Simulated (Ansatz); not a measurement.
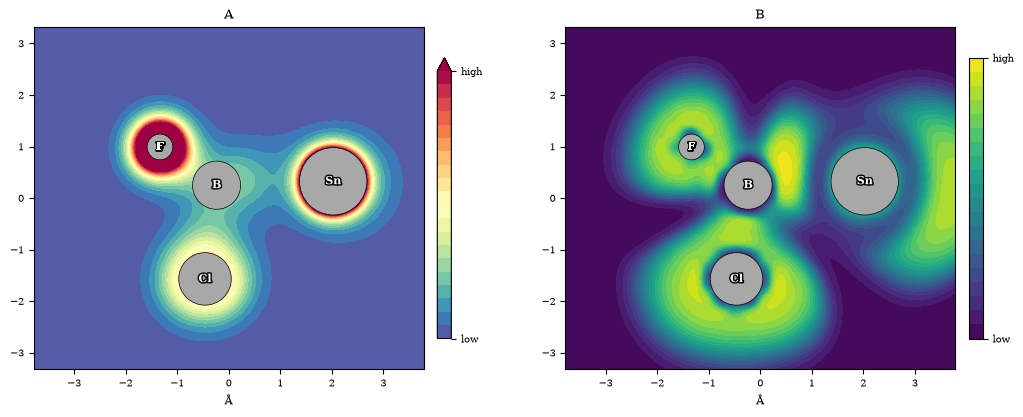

BClFSn (doublet): 2 fields on the molecular plane, with unlabelled colour scales. Grey discs cover the atomic cores.

Geometry: PBE-D3(BJ)/def2-SVP; core potentials replace the inner electrons of Sn.

Theory: isolated molecule in a Gaussian basis; Kohn-Sham density functional theory, functional PBE0 in Ansatz 0.2.0.

Q: The panels show electron density and electron localisation function in some order. Assign them.

A: Panel A: electron density. Panel B: electron localisation function. From the grid: B–F (1.33 Å): ρ at the midpoint is about 2.2 e/Å³; the ELF peaks at about 0.85 between the atoms; a polar covalent bond. B–Cl (1.83 Å): ρ at the midpoint is about 1.2 e/Å³; the ELF peaks at about 0.90 between the atoms: a polar covalent bond.
